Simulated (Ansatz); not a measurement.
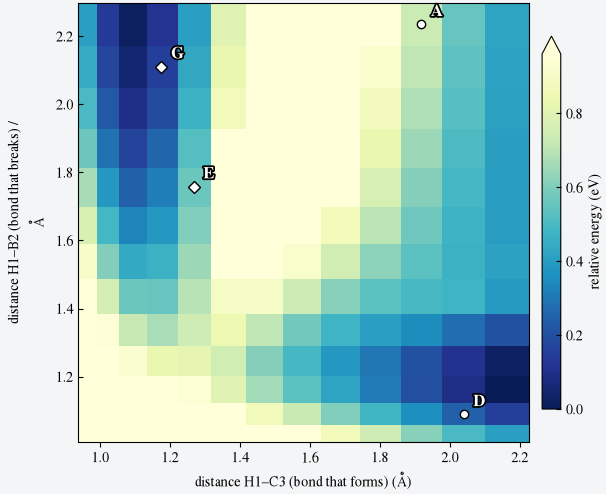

The reacting system CH₅BF (fragments BH₃ + CH₂F where the first distance is long, CH₃F + BH₂ where the second is long), spin multiplicity 2. 
- The first coordinate is: distance H1–C3 (bond that forms); the second: distance H1–B2 (bond that breaks).
- Relaxed at each point: all other coordinates.
- The grid has 13 × 13 points.
- Points are written as (first, second).
- All energies are given in eV relative to the lowest grid point.
- Energies and slopes of some neighbouring points disagree (a jump in structure or state, or too coarse a mesh).
- All numbers below come from UHF/def2-SVP (Ansatz).

In the figure: one coloured cell a grid point, one colour for all values above the top of the scale, lettered points.

### Is A the lowest point of the computed grid?

No. A lies 0.73 eV above the lowest grid point, which is at (2.163 Å, 1.163 Å).

### Rank the lettered points by energy, lowest first.

G (0.15 eV), D (0.25 eV), E (0.56 eV), A (0.73 eV).
